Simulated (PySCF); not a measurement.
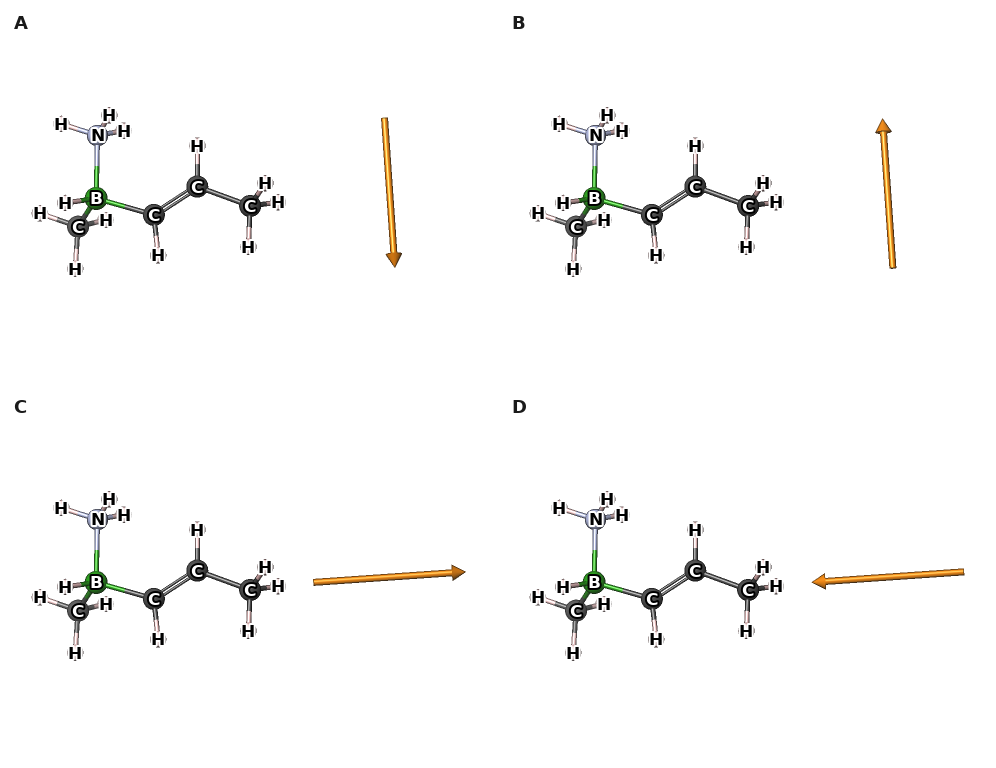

The same molecule four times, each with an arrow. The computed structure is the end point of a GFN2-xTB optimisation. No frequency run is at hand to confirm it as a minimum. Properties computed with CAM-B3LYP/def2-SVPD, gas phase (PySCF 2.14.0).

Question: Which arrow points along the dipole moment, from the negative to the positive end?

Answer: B. The dipole moment is 4.42 D.

The geometry is semi-empirical. Around B such bond lengths and angles can be off by a tenth of an ångström or more and by several degrees, and values that hang on the shape move with them.
